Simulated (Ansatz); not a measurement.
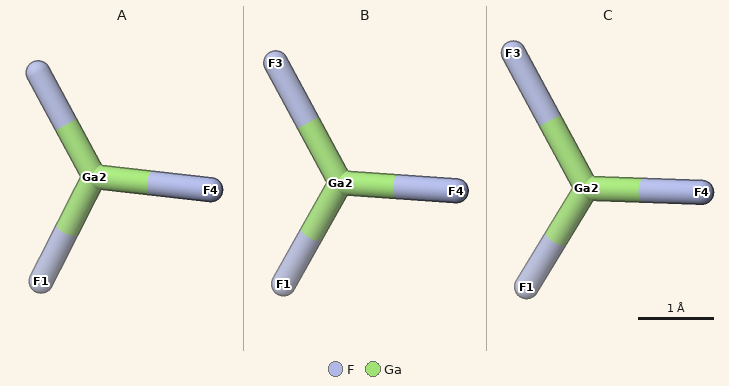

A scan of GaF3 along one coordinate. A stick model, seen at a tilt.

Computed with Ansatz: CCSD(T), basis def2-TZVPP, on geometries relaxed under the constraint at PBE0-D4/def2-TZVP. Coupled cluster with a frozen core. Energies are counted from the PBE0-D4/def2-TZVP minimum geometry at the same level.

Which coordinate changes from frame to frame?

The Ga2–F3 distance is varied, with all other coordinates relaxed. In the frames the distance is 1.586 Å (A), 1.832 Å (B), 2.069 Å (C). Their energies are 8.6 kcal/mol, 3.3 kcal/mol, 23.4 kcal/mol.
